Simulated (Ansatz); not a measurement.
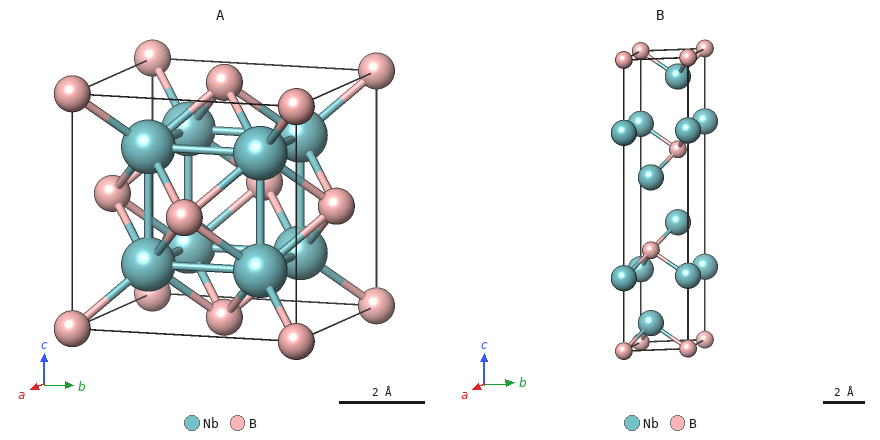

Two structures of Nb2B, each relaxed to rest (conventional cells in solid outline, small ones repeated, not to one scale). Method: Ansatz 0.2.0, DFT PBE, scalar-relativistic, plane waves, PAW, without spin polarisation.

Question: State the structure in each panel.

Answer: A: antifluorite, Fm-3m. B: 9 atoms a cell on a rhombohedral (trigonal R) lattice, R-3m.

Question: A or B: which is lower in energy?

Answer: B is lower, by 189 meV/atom at this level of theory (energies at zero smearing). Volumes: A 14.9, B 15.0 Å³/atom.

One or both may be structure types tried for this composition rather than known phases.
